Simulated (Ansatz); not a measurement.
# Does disorder add resistance in series? Ir(111) layers displaced at 273 K

Two lengths of the disordered region are known. What area resistance does the third give?

**Method.** Ansatz 0.2.0, plane waves with PAW datasets at their recommended cutoffs (420 eV for most), Fermi-Dirac smearing; ballistic transmission by layer matching. The area resistance is RA = A (h/2e²)(1/T − 1/N), with T the zone-mean transmission per spin and N the lead's channels, both averaged over a few energies near the Fermi level; for magnets each spin is taken apart, with h/e², and the two conduct in parallel. Lateral cell 2x2, PBE, a fresh random draw for each length. Atoms are displaced independently, by 0.0353 Å r.m.s. per direction; each RA is scaled by the nominal over the drawn mean square displacement.

Results; the value marked ? is to be predicted:

```tsv
length (Å)	channels N	RA (fΩ m²)
8.87	5.940	0.0327
17.7	5.940	0.0667
26.6	6.060	?
```

**Estimate by hand.**

Ohm's law makes RA linear in the length: the slope is (0.0667 − 0.0327)/(17.7 − 8.87) = 3.83×10⁻³ fΩ m² per Å, or 3.8 µΩ cm. Then 0.0667 + 3.83×10⁻³ × 8.87. Predicted: 0.101 fΩ m².

What the run gave:

0.102 fΩ m², so the prediction is 1.4 % too low. The three lengths together give 3.9 µΩ cm. The two increments are 0.034 and 0.035 fΩ m², roughly as Ohm's law has it, though with one draw for each length that is a weak test.

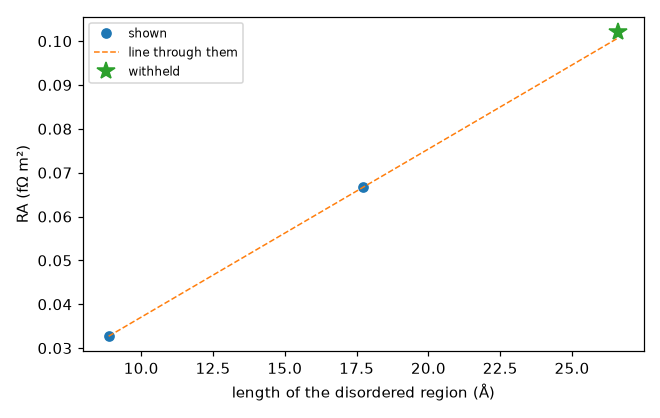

Area resistance against length.

**Limits.** The scatterers repeat sideways with the small cell. The slope is a raw one; a model of isotropic scattering puts it 1.14 times the bulk value over these lengths. Spin-orbit coupling is left out, which matters for Ir.

[Logs are printed without paths, hosts, clocks, repeated set-up lines and the standing remarks that a program may print on its own settings, such as how far it seeks lower states.]
